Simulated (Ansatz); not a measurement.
# Phonons of Hf-Sc-Hf stack of (100) layers, part 2 of 3

Question: is the lattice of Hf-Sc-Hf stack of (100) layers stable, and if so, what are its coupling constant and resistivity?

Ansatz 0.2.0; DFT PBEsol, scalar-relativistic, plane waves, PAW; PAW set soft_1.

So far: The starting structure; Rough relaxation.

**3. Relaxing cell and atoms**

The structure is brought to rest under this functional.

The input, input.yaml:

```yaml
crystal:
  lattice:
    - [2.9568997853, 0.0, 0.0]
    - [0.0, 2.9568997853, 0.0]
    - [0.0, 0.0, 33.0869768474]
  atoms:
    - { symbol: Hf, position: [0.0, 0.0, 0.1676879111] }
    - { symbol: Sc, position: [0.5, 0.5, 0.2363995066] }
    - { symbol: Hf, position: [0.0, 0.0, 0.305111102] }
  periodic: [true, true, false]
kpoints:
  mp_grid: { grid: [10, 10, 1] }
hamiltonian:
  xc: pbesol
  pseudopotentials: { kind: paw, azcp: { folder: soft_1 }, xc_functional: pbe }
scf:
  occupations: { method: gaussian, width: 0.1 }
output:
  forces: true
  stress: true
  eigenvalues: true
  write_density: true
  write_potential: true
  elf: true
  volumetric_format: npy
relax:
  adjacent_minimum: "off"
  f_tol: 0.005
  max_steps: 80
  cell: { stress_2d_tol: 0.02 }
```

On the command line:

```console
$ ansatz run input.yaml --threads 8 --pin off --max-ram 20480MiB --backend cpu --events-out ev --progress --plain --runs-dir out
```

Numbers of over 12 decimals in the logs are rounded to 6 here.

The program printed:

```text
[the first part of the log is left out]
  E_paw        = -16115.207420  (= ΣΔE_a)
  E_vpaw       = -289.360925  (= ΣTr[D̂ρ^β])
  E_aug_tail   = 0.000238  (compensation charges beyond the density's cutoff)
  E_ewald      = 110815.299047
  E_core_change = 2.631138  (= ΣΔE_core)
  E_smearing   = -0.017664  (= −TS)
  E_closure    = -0.000000  (closes the sum)
  Σ components = -33306.412852   (vs F -33306.412852, Δ=0.00e0)
--- Forces (eV/Å), atoms counted from 1 ---
  atom   1  Hf    -0.00000000    -0.00000000     0.00038443
  atom   2  Sc    -0.00000000     0.00000000     0.00000000
  atom   3  Hf     0.00000000     0.00000000    -0.00038443
  max |Σ_I F_I| component: 1.89e-29 eV/Å
--- 2D stress c σ (N/m, compression-positive) ---
       -0.006222       0.000000      -0.000000
        0.000000      -0.006222      -0.000000
       -0.000000      -0.000000      -0.000000
  P = ½ c Tr σ = -0.0062 N/m
--- Band table (eV; the first three rows and the last of 21) ---
[...]
--- Relaxed structure (3 steps of the walk, 3 accepted, 1 SCFs on fresh bases) ---
[...]
cell:  # Å, volume = 288.1751 Å³
    - [2.951207, 0, 0]
    - [0, 2.951207, 0]
    - [0, 0, 33.0869768474]
  atoms:
    - { symbol: Hf, position: [0, 0, 0.167424] }
    - { symbol: Sc, position: [0.500000, 0.500000, 0.236400] }
    - { symbol: Hf, position: [0, 0, 0.305376] }
```

Wall time 11 s (8 threads of Arm Neoverse V2, shared host); peak memory 0.98 GiB.

Step by step:

```
step  energy less that of the first step (eV)  largest force component (eV/Å)  volume (Å³)
   1                                   0.0000                          0.0246       289.29
   2                                  -0.0002                          0.0350       288.21
   3                                  -0.0004                          0.0004       288.18
   4                                  -0.0004                          0.0004       288.18
```

The log counts 1 steps on a newly chosen plane-wave basis, not all of them marked here; energy and pressure can jump at such steps.

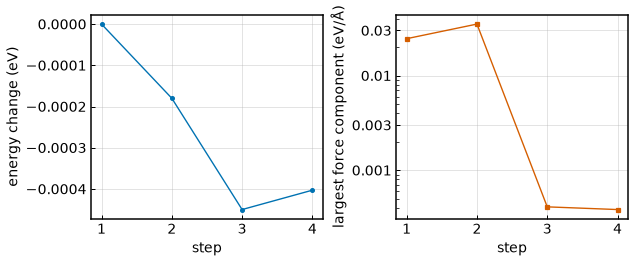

Energy and largest force along the relaxation.

| cell as run | before | after | change |
| --- | --- | --- | --- |
| a (Å) | 2.957 | 2.951 | -0.2 % |
| b (Å) | 2.957 | 2.951 | -0.2 % |

The relaxed structure:

```xyz
3
Lattice="2.9512 0.0000 0.0000 0.0000 2.9512 0.0000 0.0000 0.0000 33.0870" Properties=species:S:1:pos:R:3
Hf    0.0000    0.0000    5.5395
Sc    1.4756    1.4756    7.8217
Hf    0.0000    0.0000   10.1040
```

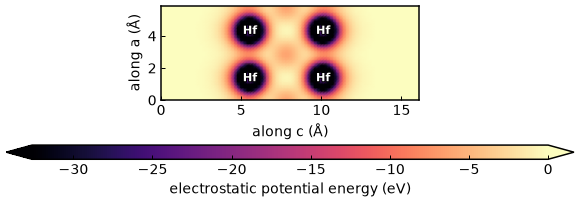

Electrostatic potential energy in the ca plane at fractional y = 1.000, with atoms of Hf within 0.2 Å of it. With pseudopotentials it is smooth inside the atoms' cores, unlike the true potential. The map starts off the cell's origin, so that atoms lie inside it. The far vacuum is left out of the map.

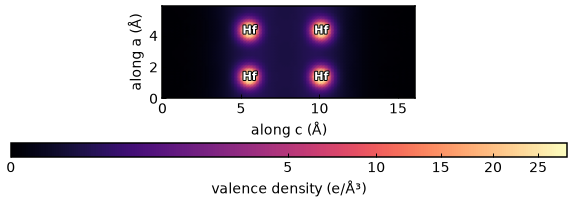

Valence density in the ca plane at fractional y = 1.000, with atoms of Hf within 0.2 Å of it. It is the smooth field of the valence electrons, not physical close to the nuclei. The map starts off the cell's origin, so that atoms lie inside it. The colour scale is stretched toward low values. The far vacuum is left out of the map.

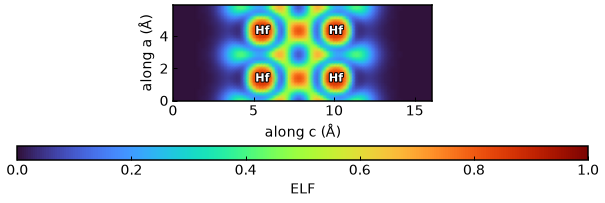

ELF in the ca plane at fractional y = 1.000, with atoms of Hf within 0.2 Å of it. It is the smooth field of the valence electrons, not physical close to the nuclei. The map starts off the cell's origin, so that atoms lie inside it. The far vacuum is left out of the map.

**4. Relaxing tightly for phonons**

Residual forces and stress shift phonon frequencies, so the cell is relaxed again, with tight thresholds and the mesh and smearing of this input.

input.yaml, the sections that differ from step 3:

```yaml
crystal:
  lattice:
    - [2.9512072824, 0.0, 0.0]
    - [0.0, 2.9512072824, 0.0]
    - [0.0, 0.0, 33.0869768474]
  atoms:
    - { symbol: Hf, position: [0.0, 0.0, 0.1674235106] }
    - { symbol: Sc, position: [0.5, 0.5, 0.2363995066] }
    - { symbol: Hf, position: [0.0, 0.0, 0.3053755025] }
  periodic: [true, true, false]
scf:
  occupations: { method: methfessel_paxton, width: 0.2 }
relax:
  adjacent_minimum: "off"
  f_tol: 0.001
  max_steps: 60
  cell: { stress_2d_tol: 0.002 }
# kpoints, hamiltonian, output: as in step 3
```

The program printed:

```text
[the first part of the log is left out]
  E_paw        = -16115.204255  (= ΣΔE_a)
  E_vpaw       = -289.359317  (= ΣTr[D̂ρ^β])
  E_aug_tail   = 0.000238  (compensation charges beyond the density's cutoff)
  E_ewald      = 110870.061655
  E_core_change = 2.631138  (= ΣΔE_core)
  E_smearing   = 0.009948  (= −TS)
  E_closure    = -0.000000  (closes the sum)
  Σ components = -33306.397908   (vs F -33306.397908, Δ=0.00e0)
--- Forces (eV/Å), atoms counted from 1 ---
  atom   1  Hf     0.00000000     0.00000000    -0.00005788
  atom   2  Sc    -0.00000000    -0.00000000     0.00000000
  atom   3  Hf     0.00000000     0.00000000     0.00005788
  max |Σ_I F_I| component: 6.78e-21 eV/Å
--- 2D stress c σ (N/m, compression-positive) ---
       -0.001241       0.000000       0.000000
        0.000000      -0.001241       0.000000
        0.000000       0.000000       0.000000
  P = ½ c Tr σ = -0.0012 N/m
--- Band table (eV; the first three rows and the last of 21) ---
[...]
--- Relaxed structure (3 steps of the walk, 2 accepted, 1 SCFs on fresh bases) ---
[...]
cell:  # Å, volume = 288.0636 Å³
    - [2.950636, 0.0, 0.0]
    - [0.0, 2.950636, 0.0]
    - [0.0, 0.0, 33.0869768474]
  atoms:
    - { symbol: Hf, position: [0, 0, 0.167437] }
    - { symbol: Sc, position: [0.500000, 0.500000, 0.236400] }
    - { symbol: Hf, position: [0, 0, 0.305362] }
```

Elapsed: 11 s, on 8 threads; peak memory 0.97 GiB; 77 s of CPU time.

Little changed from the start: no atom moved by 0.005 Å and no cell edge by 0.1 %.

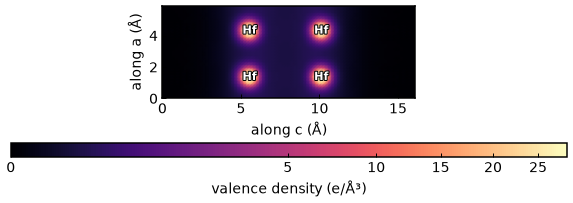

Valence density in the ca plane at fractional y = 0.000, with atoms of Hf within 0.2 Å of it. It is the smooth field of the valence electrons, not physical close to the nuclei. The map starts off the cell's origin, so that atoms lie inside it. The colour scale is stretched toward low values. The far vacuum is left out of the map.

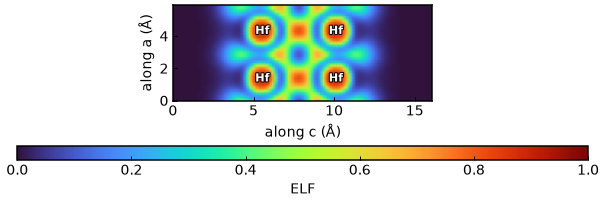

ELF in the ca plane at fractional y = 0.000, with atoms of Hf within 0.2 Å of it. It is the smooth field of the valence electrons, not physical close to the nuclei. The map starts off the cell's origin, so that atoms lie inside it. The far vacuum is left out of the map.

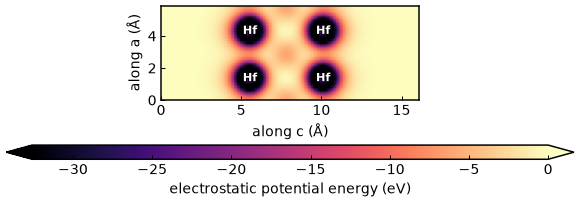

Electrostatic potential energy in the ca plane at fractional y = 0.000, with atoms of Hf within 0.2 Å of it. With pseudopotentials it is smooth inside the atoms' cores, unlike the true potential. The map starts off the cell's origin, so that atoms lie inside it. The far vacuum is left out of the map.

**5. Phonons by linear response: q 2×2×1, k 6×6×1**

Before any scattering is computed, the phonons show whether the structure is a minimum.

input.yaml, the sections that differ from step 4:

```yaml
crystal:
  lattice:
    - [2.9506360478, 0.0, 0.0]
    - [0.0, 2.9506360478, 0.0]
    - [0.0, 0.0, 33.0869768474]
  atoms:
    - { symbol: Hf, position: [0.0, 0.0, 0.1674373036] }
    - { symbol: Sc, position: [0.5, 0.5, 0.2363995066] }
    - { symbol: Hf, position: [0.0, 0.0, 0.3053617096] }
  periodic: [true, true, false]
kpoints:
  mp_grid: { grid: [6, 6, 1] }
output:
  eigenvalues: true
phonons:
  method: dfpt
  qmesh: [2, 2, 1]
  temperatures: { t_max: 1000, t_step: 50 }
  qpath:
    path: [[0.0, 0.0, 0.0], [0.0, 0.5, 0.0], [0.5, 0.5, 0.0], [0.0, 0.0, 0.0]]
    npoints: 10
# hamiltonian, scf: as in step 4
# relax: removed
```

The program printed:

```text
Warning: crystal.symmetry: narrowed to the stabiliser of the run's FFT grids — unitary ops 16 → 8. A phonons.method: dfpt run fills in the rows of the dynamical matrix that it does not solve by its symmetry operations, which is exact only for operations that map its FFT grids onto themselves: filled in by any other, the frequencies could depend on the order in which like atoms are typed, or, by more than the grids' own error, on where the crystal sits among the grids' points. Excluded: 8 operations. The run can therefore solve more perturbations, solve them on more k-points, or both, and cost more. [rest of the remark cut]
[...]
Crystal: 3 atoms, lattice volume = 288.064 Å³
Basis set: ecut = 420 eV, 5507 PW (Γ), exchange–correlation on 40×40×450 points (8 copies of the dense FFT grid, shifted against one another)
Bands: 38, of which v1, the nominal top of the filled ones, is band 32 counted from 1 (31 counted from 0)
Symmetry: 16 space group operations
k-points: 10 of 36 (irreducible under 8 space group operations)
[...]
SCF iter   1: F=—  HF=-33309.896357 eV  |F-HF|=—  |Δ(HF+E_count)|=         —  Δρ=3.30e-2  dr2=3.73e1  ethr=3.10e-3  ⟨swp⟩=10.3  Hψ=2050  notcnv=0
[...]
SCF iter  15: F=-33306.415881 eV  HF=-33306.415881 eV  |F-HF|=1.09e-10  |Δ(HF+E_count)|=  4.29e-10  S|Δr|=    0.00e0  Δρ=2.88e-8  dr2=1.52e-12  ethr=1.00e-12  ⟨swp⟩=19.2  Hψ=3995  notcnv=0
SCF 1 converged in 15 iterations: F = -33306.415881 eV  dr2 = 1.52e-12
[...]
phonons: the bands overlap, so this run is a metal and interpolates without the dipole-dipole term. If the crystal is really an insulator or semiconductor, its LO-TO splitting is missing
NSCF: frozen V_eff on 10 k-points
[...]
DFPT response loops at q = (0, 0, 0) (fractional): preconditioner auto → none (partly filled bands, converged f_vac=0.726); β = 0.50; Broyden in place of MSR1
[...]
SCF converged after 15 iterations
Stability not checked: this state was not tested for a lower state beside it, because cold or Methfessel-Paxton smearing, or corrected tetrahedra, fill the levels in a way that the test cannot read (fill_not_monotonic; see scf.lower_state_search)
Free energy (F): -33306.415881 eV
[...]
Internal energy: -33306.417558 eV  (E = F + TS)
E sigma→0 (E₀):  -33306.416300 eV
Entropy (-TS):   0.001677 eV (0.559 meV/atom)
Fermi energy:    -4.175783 eV
Step filling:    the computed levels leave a gap of 0.0186 eV = 0.1 smearing widths at the electron count; against every level under it full and every level over it empty, smearing changes F+E_penalty+E_count by +3.347 meV and its σ→0 estimate by +2.928 meV
[...]
--- Band table (eV; the first three rows and the last of 10) ---
  k-point 0: bands = [... 28 lower, -7.0128, -5.6032, -5.2374, -4.2075, -4.1056, -3.3347, -2.6076, -1.5731, ... 2 higher]
  k-point 1: bands = [... 28 lower, -6.5050, -5.1086, -4.7495, -4.2708, -3.9548, -3.1673, -3.0272, -1.9747, ... 2 higher]
  k-point 2: bands = [... 28 lower, -5.9082, -4.5890, -4.5143, -3.8990, -3.6926, -3.5767, -2.6774, -1.6292, ... 2 higher]
  k-point 9: bands = [... 28 lower, -6.0186, -5.2304, -5.2304, -4.0955, -4.0955, -1.4181, -1.0586, -1.0586, ... 2 higher]
--- Phonons (Γ-DFPT): 6 representative perturbations + reference (Σ response iterations 32) ---
  ASR residual: 1.330e-4 → 0.000e0 eV/Å²; symmetrization residual: 1.011e-5 eV/Å²
  The last average, over the group as it would stand without the narrowing to the FFT grids, took up to 8.995e-6 eV/Å² of the zone centre's force constants
  ASR residual per site (eV/Å²): 4.73e-5 1.33e-4 3.99e-5
  Γ frequencies (cm⁻¹): 0.00 0.00 0.00 58.64 58.64 86.00 164.62 164.62 200.18
--- Phonons (arbitrary-q DFPT): 3 irreducible q on the 2×2×1 mesh ---
  q = [0.0000, 0.0000, 0.0000] (star 1, of the zone-centre solve; hermiticity 3.44e-6, symmetrization 1.21e-11, taken by the last average 1.53e-6): -0.00 0.00 0.00 58.64 58.64 86.00 164.62 164.62 200.18
  q = [0.0000, -0.5000, 0.0000] (star 2, 9 solved perturbations on 16 of 36 k-point pairs; hermiticity 1.53e-6, symmetrization 1.02e-8, taken by the last average 8.32e-7): 12.48 16.55 56.85 81.28 116.03 130.85 135.50 177.91 256.17
  q = [-0.5000, -0.5000, 0.0000] (star 1, 6 solved perturbations in 78 linear systems a pass and spin channel, the states on 16 of 36 k-point pairs; hermiticity 1.64e-6, symmetrization 4.99e-8, taken by the last average 1.45e-6): 14.21 41.31 147.86 147.86 151.58 151.58 203.63 275.99 275.99
  sum rule: each row above includes the acoustic sum rule's correction from the zone centre's row sums; it moved no ω² by more than (0.90 cm⁻¹)²
  mesh force constants: q→R imaginary residual 5.53e-18; ASR residual 1.330e-4 → 0.000e0 eV/Å²; symmetrization residual 2.665e-15 eV/Å²
  interpolated dispersion: 31 rows × 9 modes
  density of states and harmonic sums: on the 22×22×1 q-mesh, interpolated from the force constants of a 2×2×1 supercell (no non-analytic term)
  largest difference from the sums on the solved wave vectors: F 3.94e-2 eV, S 9.85e-5 and C_V 5.91e-5 eV/K
  zero-point energy: 0.068095 eV/cell   skipped modes (ω ≤ 0): 10, of them read as no rigid motion or as one in doubt: 7 (5.785e-2 modes/cell left out, lowest -10.89 cm⁻¹)   left out of the sums: 7.12e-3 of the cell's modes: C_V's classical limit lies that fraction below 3 k_B per atom; for a crystal, a wire or a layer, F and S can be off by more, and a phonons.interpolated_qmesh denser along its periods is the remedy for the sampling
```

The job ended after 72 s (8 threads; peak memory 1.5 GiB; 8.6 min of CPU time).

The column dr2 measures how far the density is from self-consistency, as an energy; F and HF (Harris–Foulkes) agree once it is small.

Numbers from this step:

| Quantity | Value |
| --- | --- |
| zero-point energy | 0.06809 eV/cell |
| share of imaginary modes | 0.0074 |
| highest frequency on the path or at a solved wavevector | 276 cm⁻¹ |

Solved on the 2×2×1 mesh alone; all other wavevectors are interpolated. Phonon branches along the path, in cm⁻¹:

```csv
point,branch 1,branch 2,branch 3,branch 4,branch 5,branch 6,branch 7,branch 8,branch 9
Γ,0,0,0,59,59,86,165,165,200
X,12,17,57,81,116,131,136,178,256
M,14,41,148,148,152,152,204,276,276
Γ,0,0,0,59,59,86,165,165,200
```

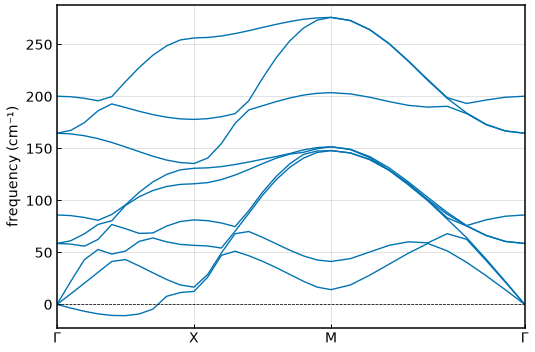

Phonon branches along the path.

Lowest modes at the softest wavevector of the mesh. Modes at q = (0.500, 0.000, 0.000), with each element's share of the kinetic energy:

```
mode  frequency (cm⁻¹)  Hf %  Sc %
   1              12.5   100     0
   2              16.6   100     0
   3              56.8   100     0
   4              81.3   100     0
   5             116.0    88    12
   6             130.9   100     0
```

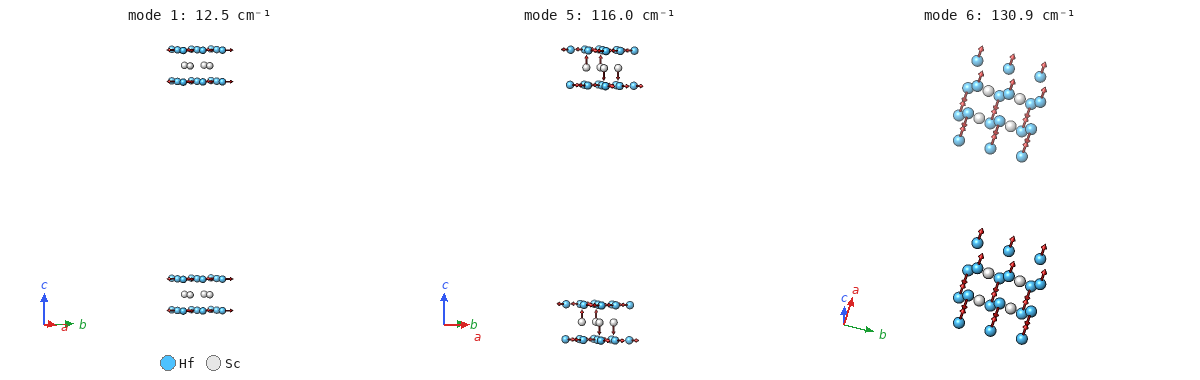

Displacement patterns of modes 1, 5 and 6 at q = (0.500, 0.000, 0.000); arrows are exaggerated. 2×2×2 cells are drawn. Some periodic images of atoms are drawn too.

The modes has structure finer than the step of the table below, so its rows give means over 25 cm⁻¹, whole bins alone (the curve runs from -20.8 to 293 cm⁻¹). Peaks (cm⁻¹: height): Hf 22.7: 0.0381, 62.2: 0.0788, 89.9: 0.0446, 123.5: 0.0488; Sc 165.0: 0.0187, 188.7: 0.0667, 200.5: 0.0505, 220.3: 0.0279, 242.0: 0.0207, 255.9: 0.0310.

Phonopy on the run's constants, 19x19x1 mesh, Gaussian sigma 2.2 cm⁻¹. The modes by wavenumber; means over each step; values in 1/cm⁻¹/cell:

| wavenumber (cm⁻¹) | Hf | Sc |
| --- | --- | --- |
| 0 | 0.00396 | 3.1e-4 |
| 25 | 0.0214 | 9.4e-4 |
| 50 | 0.0590 | 0.00129 |
| 75 | 0.0561 | 7.6e-4 |
| 100 | 0.0333 | 4.2e-4 |
| 125 | 0.0444 | 0.00170 |
| 150 | 0.0171 | 0.0113 |
| 175 | 0.00222 | 0.0278 |
| 200 | 0.00198 | 0.0335 |
| 225 | 1.5e-4 | 0.0126 |
| 250 | 5.1e-5 | 0.0204 |
| 275 | 3.3e-6 | 0.00882 |

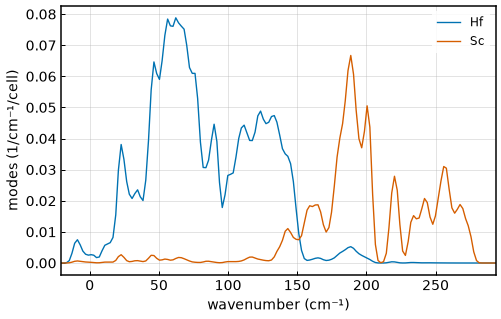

Modes against wavenumber.

No LO-TO term; unit eigenvectors of the mass-weighted matrix. The modes at Γ (shares of kinetic energy by element, %):

| mode | frequency (cm⁻¹) | symmetry | Hf % | Sc % |
| --- | --- | --- | --- | --- |
| 1 | 0.0 | unnamed | 89 | 11 |
| 2 | 0.0 | unnamed | 89 | 11 |
| 3 | 0.0 | unnamed | 89 | 11 |
| 4 | 58.6 | Eg | 100 | 0 |
| 5 | 58.6 | Eg | 100 | 0 |
| 6 | 86.0 | A1g | 100 | 0 |
| 7 | 164.6 | Eu | 11 | 89 |
| 8 | 164.6 | Eu | 11 | 89 |
| 9 | 200.2 | A2u | 11 | 89 |

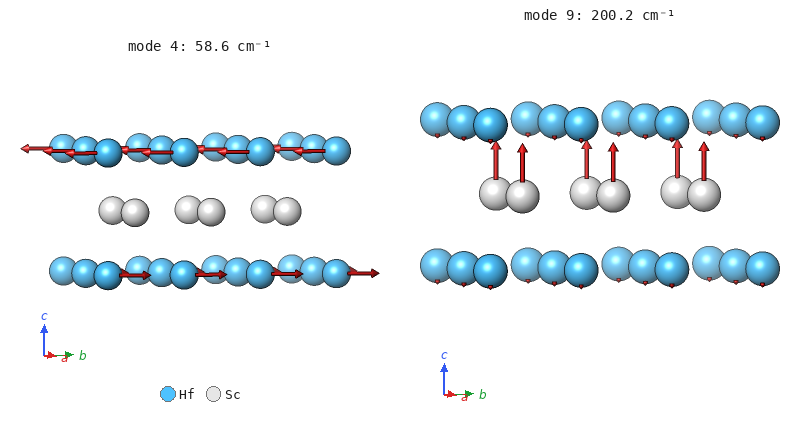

Displacement patterns of modes 4 and 9 at Γ; arrows are exaggerated. 2×3×1 cells are drawn. Some periodic images of atoms are drawn too.

Among the solved wavevectors the lowest mode, translations apart, is 12.5 cm⁻¹, so these are real on this k mesh.

(Continued in part 3 of 3.)

[Logs are printed without paths, hosts, clocks, repeated set-up lines and the standing remarks that a program may print on its own settings, such as how far it seeks lower states.]

[Hosts, paths, dates, database ids (printed as entryN), source tags and the programs' standing remarks are cut or masked in the printed files.]
